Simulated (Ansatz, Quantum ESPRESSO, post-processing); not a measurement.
# From contact to tunnelling: vacuum gaps between two Na(100) faces, part 4 of 4

Aim: how the conductance falls as the barrier grows, for vacuum gaps between two Na(100) faces.

Quantum ESPRESSO 7.5; plane-wave DFT, PBE, GBRV ultrasoft pseudopotentials; cross-check by Ansatz 0.2.0 with PAW datasets.

So far. Step 6 (Transmission with pwcond.x, 5 Å): T goes from 0.643 to 0.339, a factor of 1.9. Step 7 (The same in Ansatz, 5 Å): Ansatz finds T = 0.336 against pwcond's 0.339.

**9. The open system, 6 Å**

Level of this step: transmission by pwcond, lead and junction from one cell; plane-wave DFT, PBE, GBRV ultrasoft pseudopotentials (Quantum ESPRESSO).

The input, j2.cond.in:

```
&inputcond
  outdir = './out'
  prefixt = 'j2.scf'
  tran_file = 'j2.cond.dat'
  bdl = 1.0000000000
  bds = 8.9285714286
  ikind = 1
  ewind = 4.0
  epsproj = 1e-05
  nz1 = 7
  energy0 = 0.4
  denergy = -0.4
/
15
  0.00000000 0.00000000 0.01562500
  0.00000000 0.12500000 0.06250000
  0.00000000 0.25000000 0.06250000
  0.00000000 0.37500000 0.06250000
  0.00000000 0.50000000 0.03125000
  0.12500000 0.12500000 0.06250000
  0.12500000 0.25000000 0.12500000
  0.12500000 0.37500000 0.12500000
  0.12500000 0.50000000 0.06250000
  0.25000000 0.25000000 0.06250000
  0.25000000 0.37500000 0.12500000
  0.25000000 0.50000000 0.06250000
  0.37500000 0.37500000 0.06250000
  0.37500000 0.50000000 0.06250000
  0.50000000 0.50000000 0.01562500
3
```

Run with:

```sh
> OMP_NUM_THREADS=1 mpirun -n 4 pwcond.x -in j2.cond.in > j2.cond.out
```

Numbers of over 12 decimals in the logs are rounded to 6 here.

What it wrote:

```text
[banner, memory and clock lines left out]
Program PWCOND v.7.5 starts
[citation notice left out]

[...]
./out/j2.scf.save/

     IMPORTANT: XC functional enforced from input :
     Exchange-correlation= PBE
                           (   1   4   3   4   0   0   0)
     Any further DFT definition will be discarded
     Please, verify this is what you really want

     Reading collected, re-writing distributed wavefunctions

===== INPUT FILE containing all the regions =====

     GEOMETRY:

     lattice parameter (alat)  =       7.9368  a.u.
[...]
Nchannels of the left tip =            0
 Right moving states:
   k1(2pi/a)   k2(2pi/a)   E-Ef (eV)
 Left moving states:
   k1(2pi/a)   k2(2pi/a)   E-Ef (eV)

 to transmit
          E-Ef(ev), T =    0.0000000   0.0000000
---  E-Ef =   -0.4000000  k =    0.5000000   0.5000000
---  ie =          3  ik =         15
 Nchannels of the left tip =            0
 Right moving states:
   k1(2pi/a)   k2(2pi/a)   E-Ef (eV)
 Left moving states:
   k1(2pi/a)   k2(2pi/a)   E-Ef (eV)

 to transmit
          E-Ef(ev), T =   -0.4000000   0.0000000
   T_tot     0.40000      0.43273E+00
   T_tot     0.00000      0.26156E+00
   T_tot    -0.40000      0.14058E+00

[...]
```

The job ended after 1.9 min (4 MPI ranks of Arm Neoverse V2, shared host; peak memory 0.33 GiB; 7.4 min of CPU time).

Read from the output:

| Quantity | Value |
| --- | --- |
| transmission at the Fermi level, one spin | 0.1308 |
| conductance | 0.1308 G₀ |

Per spin; mean over the k mesh across the current. The transmission, zone mean by energy, zero at the Fermi level:

```csv
energy (eV),"transmission, zone mean"
-0.400,0.0703
0.000,0.131
0.400,0.216
```

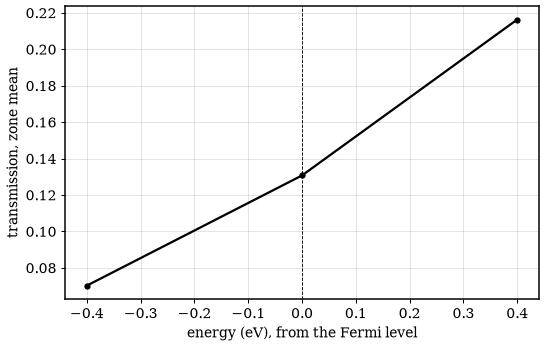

Transmission, zone mean, plotted against energy.

At 0.000 eV; k in fractions of b1, b2. Transmission by k point:

```csv
k1,k2,weight,t,channels
0,0,0.01562,0.4792,1
0,0.125,0.0625,0.4222,1
0,0.25,0.0625,0.2652,1
0,0.375,0.0625,0.094,1
0,0.5,0.03125,0.03644,2
0.125,0.125,0.0625,0.367,1
0.125,0.25,0.125,0.2196,1
0.125,0.375,0.125,0.07204,1
0.125,0.5,0.0625,0.02901,2
0.25,0.25,0.0625,0.1035,1
0.25,0.375,0.125,0.0352,1
0.25,0.5,0.0625,0.008678,2
0.375,0.375,0.0625,0.01117,1
0.375,0.5,0.0625,0,0
0.5,0.5,0.01562,0,0
```

T goes from 0.339 to 0.131, a factor of 2.6.

**10. The same in Ansatz, 6 Å**

Level of this step: plane-wave DFT, PBE, Ansatz PAW (Ansatz 0.2.0).

The input, input.yaml:

```yaml
crystal:
  lattice:
    - [4.2, 0.0, 0.0]
    - [0.0, 4.2, 0.0]
    - [0.0, 0.0, 37.5]
  atoms:
    - { symbol: Na, position: [0.0, 0.0, 0.0] }
    - { symbol: Na, position: [0.5, 0.5, 0.056] }
    - { symbol: Na, position: [0.0, 0.0, 0.112] }
    - { symbol: Na, position: [0.5, 0.5, 0.168] }
    - { symbol: Na, position: [0.0, 0.0, 0.224] }
    - { symbol: Na, position: [0.5, 0.5, 0.28] }
    - { symbol: Na, position: [0.0, 0.0, 0.336] }
    - { symbol: Na, position: [0.5, 0.5, 0.392] }
    - { symbol: Na, position: [0.0, 0.0, 0.552] }
    - { symbol: Na, position: [0.5, 0.5, 0.608] }
    - { symbol: Na, position: [0.0, 0.0, 0.664] }
    - { symbol: Na, position: [0.5, 0.5, 0.72] }
    - { symbol: Na, position: [0.0, 0.0, 0.776] }
    - { symbol: Na, position: [0.5, 0.5, 0.832] }
    - { symbol: Na, position: [0.0, 0.0, 0.888] }
    - { symbol: Na, position: [0.5, 0.5, 0.944] }
kpoints:
  mp_grid: { grid: [6, 6, 1] }
hamiltonian:
  xc: pbe
scf:
  occupations: { method: fermi_dirac, width: 0.1 }
  convergence: { dr2_threshold: 1.0e-08 }
output:
  transmission: { leads: [[0, 2]], e_range: [-0.4, 0.4], de: 0.4, kmesh: [8, 8] }
  write_potential: true
  write_density: true
  volumetric_format: npy
```

Run with:

```sh
> ansatz run input.yaml --threads 4 --pin off --max-ram 8192MiB --backend cpu --events-out ev --progress --plain --runs-dir out
```

What it wrote:

```text
[...]
Crystal: 16 atoms, lattice volume = 661.500 Å³
Basis set: ecut = 420 eV, 12785 PW (Γ)
Bands: 88, of which v1, the nominal top of the filled ones, is band 72 counted from 1 (71 counted from 0)
Symmetry: 16 space group operations
[...]
k-points: 10 of 36
[...]
k-point 9: bands = [... 68 lower, 2.3083, 2.3083, 2.5031, 2.5031, 2.5641, 2.5641, 2.6520, 2.6520, ... 12 higher]
--- Transmission ---
  basis      : 149 plane waves across, 51 finite elements along
  points     : 15, standing for a mesh of 8 x 8
[...]
channels       : 1.078125e0 a spin
[...]
slowest decay  : 0.1332 /Å at (0.5000, 0.3750)
  junction   : crystal 0 to crystal 0, -0.35 to 32.95 Å
    transmission   : 1.301844e-1 a spin
[...]
[key lines of the parts left out:]
SCF converged after 8 iterations
Free energy (F): -23782.357156 eV
Fermi energy:    1.301482 eV
```

It took 39 s on 4 threads; peak memory 1.5 GiB; 2.3 min of CPU time.

Read from the output:

- free energy: -23782.3572 eV
- energy at zero smearing: -23782.2199 eV
- smearing term TS: 0.2745 eV
- Fermi energy: 1.301 eV
- transmission at the Fermi level, one spin: 0.1302
- step of the lead's Hamiltonian over a period: 21.5 meV

Per spin; mean over the k mesh across the current. The transmission, zone mean by energy, zero at the Fermi level:

```csv
energy (eV),"transmission, zone mean"
-0.400,0.0716
0.000,0.130
0.400,0.216
```

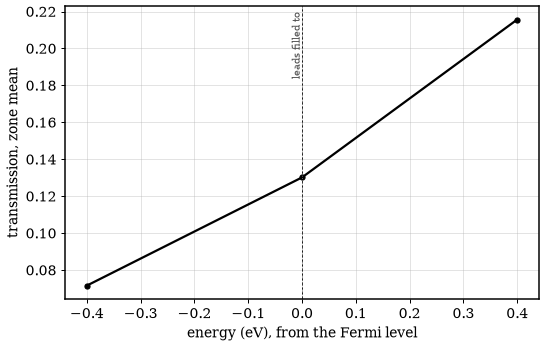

Transmission, zone mean, plotted against energy.

Ansatz finds T = 0.130 against pwcond's 0.131.

**11. SCF with pw.x, 7 Å**

Level of this step: plane-wave DFT, PBE, GBRV ultrasoft pseudopotentials (Quantum ESPRESSO 7.5).

The input, j3.scf.in:

```
&control
  prefix = 'j3.scf'
  outdir = './out'
  pseudo_dir = './pseudo'
  calculation = 'scf'
  tprnfor = .true.
/
&system
  ibrav = 0
  nat = 16
  ntyp = 1
  ecutwfc = 40
  ecutrho = 200
  occupations = 'smearing'
  smearing = 'mv'
  degauss = 0.01
/
&electrons
  conv_thr = 1e-07
  mixing_beta = 0.25
  electron_maxstep = 120
  mixing_mode = 'local-TF'
/
ATOMIC_SPECIES
  Na  22.9898  na_pbe_v1.5.uspp.F.UPF
CELL_PARAMETERS angstrom
  4.20000000000000 0.00000000000000 0.00000000000000
  0.00000000000000 4.20000000000000 0.00000000000000
  0.00000000000000 0.00000000000000 38.50000000000000
ATOMIC_POSITIONS crystal
  Na  0.000000000000 0.000000000000 0.000000000000
  Na  0.500000000000 0.500000000000 0.054545454545
  Na  0.000000000000 0.000000000000 0.109090909091
  Na  0.500000000000 0.500000000000 0.163636363636
  Na  0.000000000000 0.000000000000 0.218181818182
  Na  0.500000000000 0.500000000000 0.272727272727
  Na  0.000000000000 0.000000000000 0.327272727273
  Na  0.500000000000 0.500000000000 0.381818181818
  Na  0.000000000000 0.000000000000 0.563636363636
  Na  0.500000000000 0.500000000000 0.618181818182
  Na  0.000000000000 0.000000000000 0.672727272727
  Na  0.500000000000 0.500000000000 0.727272727273
  Na  0.000000000000 0.000000000000 0.781818181818
  Na  0.500000000000 0.500000000000 0.836363636364
  Na  0.000000000000 0.000000000000 0.890909090909
  Na  0.500000000000 0.500000000000 0.945454545455
K_POINTS automatic
  6 6 1 0 0 0
```

Run with:

```sh
> OMP_NUM_THREADS=1 mpirun -n 4 pw.x -nk 2 -in j3.scf.in > j3.scf.out
```

What it wrote:

```text
[banner, memory and clock lines left out]
Program PWSCF v.7.5 starts
[...]
Message from routine setup:
[...]
number of electrons       =       144.00
     number of Kohn-Sham states=           86
     kinetic-energy cutoff     =      40.0000  Ry
     charge density cutoff     =     200.0000  Ry
[...]
number of k points=    10  Marzari-Vanderbilt smearing, width (Ry)=  0.0100
[...]
Dense  grid:   218779 G-vectors     FFT dimensions: (  36,  36, 360)
[...]
Starting wfcs are   80 randomized atomic wfcs +    6 random wfcs
[...]
estimated scf accuracy    <       0.59840837 Ry
[...]
estimated scf accuracy    <       0.45881359 Ry
[...]
estimated scf accuracy    <       0.02207176 Ry
[...]
estimated scf accuracy    <       0.04715437 Ry
[...]
estimated scf accuracy    <       0.00696154 Ry
[...]
estimated scf accuracy    <       0.00353065 Ry
[...]
estimated scf accuracy    <       0.00015255 Ry
[...]
estimated scf accuracy    <       0.00004879 Ry
[...]
estimated scf accuracy    <       0.00009301 Ry
[...]
estimated scf accuracy    <       0.00001949 Ry
[...]
estimated scf accuracy    <       0.00000077 Ry
[...]
estimated scf accuracy    <       0.00000018 Ry
[...]
the Fermi energy is     1.0786 ev
!    total energy              =   -1525.49422777 Ry
     estimated scf accuracy    <       0.00000009 Ry
     smearing contrib. (-TS)   =       0.00001880 Ry
     internal energy E=F+TS    =   -1525.49424657 Ry
[...]
one-electron contribution =   -2250.57162882 Ry
     hartree contribution      =    1128.58223898 Ry
     xc contribution           =    -228.91338671 Ry
     ewald contribution        =    -174.59147002 Ry
     convergence has been achieved in  13 iterations
[...]
Total force =     0.002336     Total SCF correction =     0.001179
[...]
```

The job ended after 1.7 min (4 MPI ranks; peak memory 1.1 GiB; 6.7 min of CPU time).

This step gave:

- free energy: -20755.4063 eV
- Fermi energy: 1.079 eV

**12. The open system, 7 Å**

j3.cond.in, as its differences from the input of step 9:

```diff
@@ -2,6 +2,6 @@
   outdir = './out'
-  prefixt = 'j2.scf'
-  tran_file = 'j2.cond.dat'
+  prefixt = 'j3.scf'
+  tran_file = 'j3.cond.dat'
   bdl = 1.0000000000
-  bds = 8.9285714286
+  bds = 9.1666666667
   ikind = 1
```

Run with:

```sh
> OMP_NUM_THREADS=1 mpirun -n 4 pwcond.x -in j3.cond.in > j3.cond.out
```

What it wrote:

```text
[banner, memory and clock lines left out]
Program PWCOND v.7.5 starts
[citation notice left out]

[...]
./out/j3.scf.save/

     IMPORTANT: XC functional enforced from input :
     Exchange-correlation= PBE
                           (   1   4   3   4   0   0   0)
     Any further DFT definition will be discarded
     Please, verify this is what you really want

     Reading collected, re-writing distributed wavefunctions

===== INPUT FILE containing all the regions =====

     GEOMETRY:

     lattice parameter (alat)  =       7.9368  a.u.
[...]
Nchannels of the left tip =            0
 Right moving states:
   k1(2pi/a)   k2(2pi/a)   E-Ef (eV)
 Left moving states:
   k1(2pi/a)   k2(2pi/a)   E-Ef (eV)

 to transmit
          E-Ef(ev), T =    0.0000000   0.0000000
---  E-Ef =   -0.4000000  k =    0.5000000   0.5000000
---  ie =          3  ik =         15
 Nchannels of the left tip =            0
 Right moving states:
   k1(2pi/a)   k2(2pi/a)   E-Ef (eV)
 Left moving states:
   k1(2pi/a)   k2(2pi/a)   E-Ef (eV)

 to transmit
          E-Ef(ev), T =   -0.4000000   0.0000000
   T_tot     0.40000      0.13592E+00
   T_tot     0.00000      0.67681E-01
   T_tot    -0.40000      0.30755E-01

[...]
```

The job ended after 1.9 min (4 MPI ranks; peak memory 0.33 GiB).

Numbers from this step:

- transmission at the Fermi level, one spin: 0.03384
- conductance: 0.03384 G₀

Per spin; mean over the k mesh across the current. Transmission, zone mean against energy, zero at the Fermi level:

```csv
energy (eV),"transmission, zone mean"
-0.400,0.0154
0.000,0.0338
0.400,0.0680
```

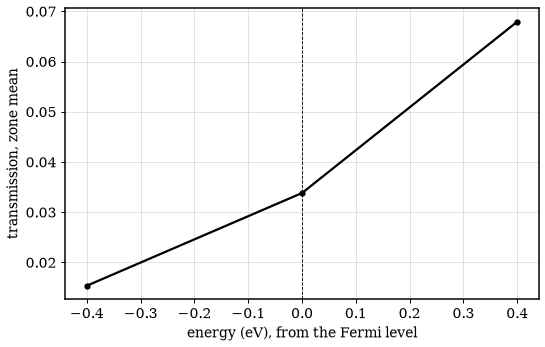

Transmission, zone mean against energy.

T goes from 0.131 to 0.0338, a factor of 3.9.

**13. Cross-check with Ansatz, 7 Å**

Level of this step: plane-wave DFT, PBE, Ansatz PAW (Ansatz 0.2.0).

input.yaml, the sections that differ from step 10:

```yaml
crystal:
  lattice:
    - [4.2, 0.0, 0.0]
    - [0.0, 4.2, 0.0]
    - [0.0, 0.0, 38.5]
  atoms:
    - { symbol: Na, position: [0.0, 0.0, 0.0] }
    - { symbol: Na, position: [0.5, 0.5, 0.0545454545] }
    - { symbol: Na, position: [0.0, 0.0, 0.1090909091] }
    - { symbol: Na, position: [0.5, 0.5, 0.1636363636] }
    - { symbol: Na, position: [0.0, 0.0, 0.2181818182] }
    - { symbol: Na, position: [0.5, 0.5, 0.2727272727] }
    - { symbol: Na, position: [0.0, 0.0, 0.3272727273] }
    - { symbol: Na, position: [0.5, 0.5, 0.3818181818] }
    - { symbol: Na, position: [0.0, 0.0, 0.5636363636] }
    - { symbol: Na, position: [0.5, 0.5, 0.6181818182] }
    - { symbol: Na, position: [0.0, 0.0, 0.6727272727] }
    - { symbol: Na, position: [0.5, 0.5, 0.7272727273] }
    - { symbol: Na, position: [0.0, 0.0, 0.7818181818] }
    - { symbol: Na, position: [0.5, 0.5, 0.8363636364] }
    - { symbol: Na, position: [0.0, 0.0, 0.8909090909] }
    - { symbol: Na, position: [0.5, 0.5, 0.9454545455] }
# kpoints, hamiltonian, scf, output: as in step 10
```

Run with:

```sh
> ansatz run input.yaml --threads 4 --pin off --max-ram 8192MiB --backend cpu --events-out ev --progress --plain --runs-dir out
```

What it wrote:

```text
[...]
Crystal: 16 atoms, lattice volume = 679.140 Å³
Basis set: ecut = 420 eV, 13141 PW (Γ)
Bands: 88, of which v1, the nominal top of the filled ones, is band 72 counted from 1 (71 counted from 0)
Symmetry: 16 space group operations
[...]
k-points: 10 of 36
[...]
k-point 9: bands = [... 68 lower, 2.2158, 2.2158, 2.4068, 2.4068, 2.4709, 2.4709, 2.5578, 2.5578, ... 12 higher]
--- Transmission ---
  basis      : 149 plane waves across, 49 finite elements along
  points     : 15, standing for a mesh of 8 x 8
[...]
channels       : 1.078125e0 a spin
[...]
slowest decay  : 0.1330 /Å at (0.5000, 0.3750)
  junction   : crystal 0 to crystal 0, -0.35 to 33.95 Å
    transmission   : 3.394760e-2 a spin
[...]
[key lines of the parts left out:]
SCF converged after 8 iterations
Free energy (F): -23782.343467 eV
Fermi energy:    1.208326 eV
```

Wall time 43 s (4 threads); peak memory 1.5 GiB.

Numbers from this step:

| Item | Value |
| --- | --- |
| free energy | -23782.3435 eV |
| energy at zero smearing | -23782.2099 eV |
| smearing term TS | 0.2671 eV |
| Fermi energy | 1.208 eV |
| transmission at the Fermi level, one spin | 0.03395 |
| step of the lead's Hamiltonian over a period | 21.8 meV |

Per spin; mean over the k mesh across the current. The transmission, zone mean by energy, zero at the Fermi level:

```csv
energy (eV),"transmission, zone mean"
-0.400,0.0157
0.000,0.0339
0.400,0.0684
```

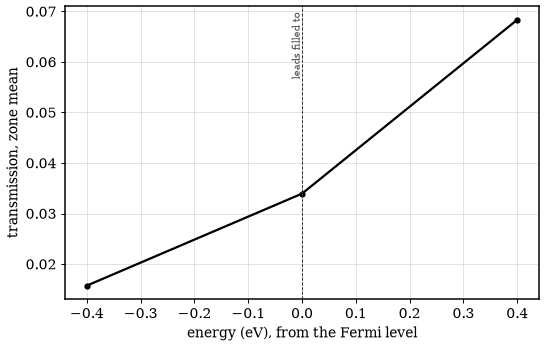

Transmission, zone mean, plotted against energy.

Ansatz finds T = 0.0339 against pwcond's 0.0338.

**14. The series side by side**

All levels:

```csv
level,T by pwcond,T by Ansatz,lead channels,CPU time (s)
4 Å,0.6428,0.6381,1.078,789.8
5 Å,0.3393,0.3356,1.078,786.4
6 Å,0.1308,0.1302,1.078,835
7 Å,0.03384,0.03395,1.078,868.9
```

**15. A check by hand**

For the narrowest barrier, the Landauer sum over the mesh, Σ w T = 0.1250 × 0.878 + 0.1250 × 0.678 + 0.1250 × 0.518 + … = 0.6428.

G = 0.643 × 77.48 µS = 49.8 µS a cell. Times the area of 17.640 Å², the resistance-area product is A/G = 3.54 fΩ m², the leads' contact resistance included.

Free electrons at 1 an atom (2 atoms in 74.1 Å³) have k_F = 0.928 1/Å and offer A k_F²/4π = 1.21 channels per spin; the lead has 1.08 on this mesh.

κ = ln(T₁/T₂)/(2Δd) = ln(0.1308/0.03384)/(2 × 1 Å) = 0.68 1/Å.

**16. Summary of results**

| Property | Result |
| --- | --- |
| conductance a cell at 4 Å | 0.643 G₀ |
| conductance a cell at 5 Å | 0.339 G₀ |
| conductance a cell at 6 Å | 0.131 G₀ |
| conductance a cell at 7 Å | 0.0338 G₀ |
| fall of ln T per Å over the last interval | 1.35 |

The conductance goes from 0.643 G₀ at 4 Å to 0.0338 G₀ at 7 Å (PBE, GBRV ultrasoft). Interval by interval ln T falls by 0.64, 0.95 and 1.35 per Å: the decay still steepens, so it isn't yet a plain exponential. The last interval gives κ = 0.68 1/Å in T ∝ exp(−2κd), an apparent barrier of (κ/0.512)² = 1.7 eV, while the decay still steepens. Ansatz follows the series within a factor of 1.01. Points with over 2.5 times the mean carry up to 52 % of T, so the means lean on few points, and the mesh was not tested. The geometries are as built, not relaxed, and the leads are short. Semilocal functionals lack the image potential in a vacuum gap.

[Logs are printed without paths, hosts, clocks, repeated set-up lines and the standing remarks that a program may print on its own settings, such as how far it seeks lower states.]

[Hosts, paths, dates, database ids (printed as entryN), source tags and the programs' standing remarks are cut or masked in the printed files.]

[Maps of the electrostatic potential energy from Ansatz leave out the sawtooth potential of an applied field or a dipole correction, so their vacuum need not be flat; planar profiles and work functions include it.]
